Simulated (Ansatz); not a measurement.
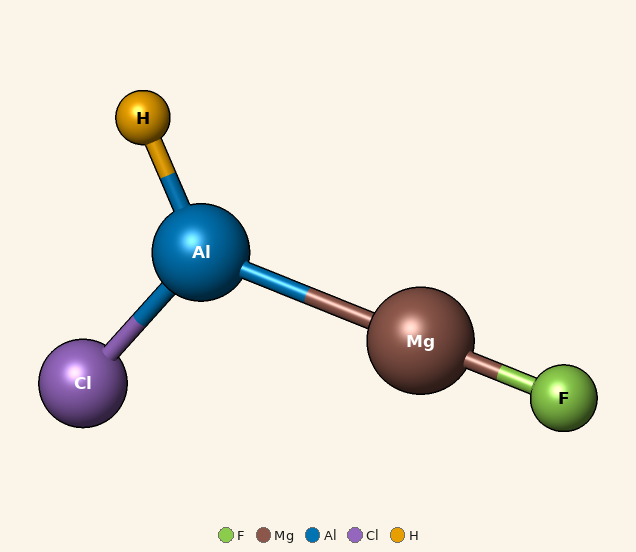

Computed geometry: PBE0-D4/def2-TZVP optimisation. No frequency run is at hand to confirm it as a minimum.

Identify the structure.

It has 5 atoms: 1 aluminium, 1 chlorine, 1 fluorine, 1 hydrogen and 1 magnesium (AlClFHMg). Its SMILES string is `[F][Mg][AlH][Cl]`. The point group is Cs. All atoms lie on one plane. Coordination: 1 Mg linear; 1 Al trigonal planar.

More results for the same structure follow; atom numbers are the same in all pictures, views and colours differ.

**Electronic properties**

No frequency run is at hand to confirm it as a minimum. Level of theory: RKS PBE0-D4/def2-TZVPP (Ansatz 0.2.0).

What does the calculation give?

- HOMO energy (Kohn–Sham orbital): −7.15 eV
- LUMO energy (Kohn–Sham orbital): −2.46 eV
- HOMO–LUMO gap: 4.69 eV

**Dipole moment**

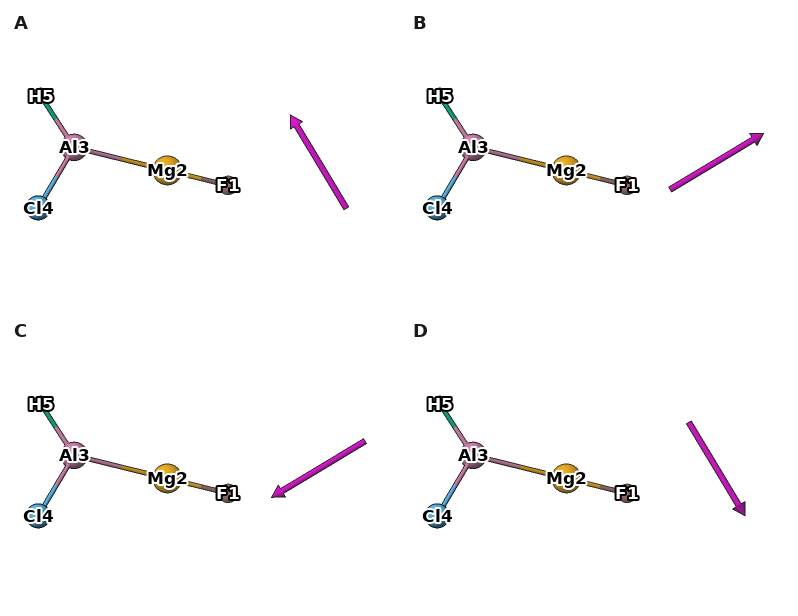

The same molecule four times, each with an arrow. No frequency run is at hand to confirm it as a minimum. Properties computed with RKS PBE0-D4/def2-TZVP (Ansatz 0.2.0).

Which arrow points along the dipole moment, from the negative to the positive end?

Answer. A. The dipole moment is 1.51 D; it points from the side of F1 to the side of H5 (the outermost atoms at the two ends).

**Charges**

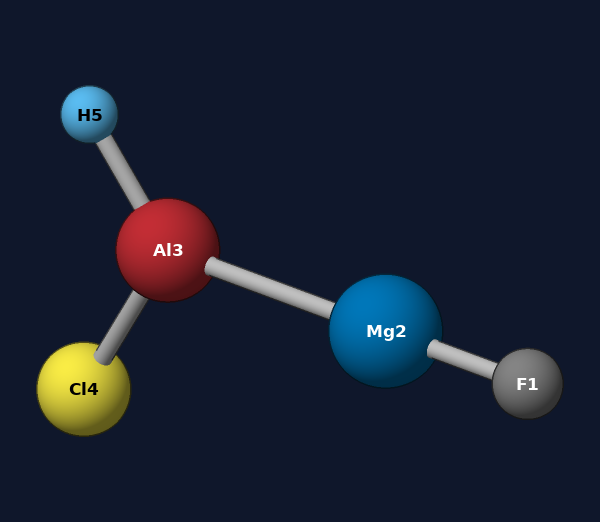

The questions are on Mulliken charges. No frequency run is at hand to confirm it as a minimum. Properties computed with RKS PBE0-D4/def2-TZVP (Ansatz 0.2.0).

List the Mulliken charges.

```json
{"atom": "F1", "value (e)": "−0.57"}
{"atom": "Mg2", "value (e)": "0.53"}
{"atom": "Al3", "value (e)": "0.41"}
{"atom": "Cl4", "value (e)": "−0.27"}
{"atom": "H5", "value (e)": "−0.10"}
```

Mulliken values depend strongly on the basis set and can even reverse the polarity of a bond.
